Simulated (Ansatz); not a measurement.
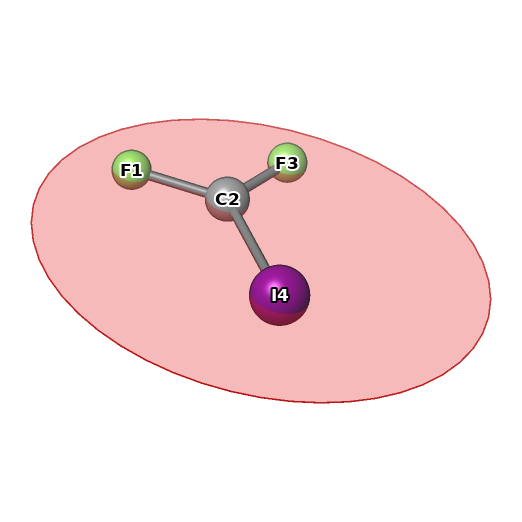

A disc through the centre of mass is drawn in. Atoms fade into the background with distance from the viewer. State: charge +1, singlet. The geometry was computed by an optimisation with PBE0-D4/def2-TZVP. No frequency run is at hand to confirm it as a minimum.

### Is the plane of the disc a mirror plane of the structure?

Yes. The reflection leaves F1, C2, F3, I4 in place. The point group is C2v.
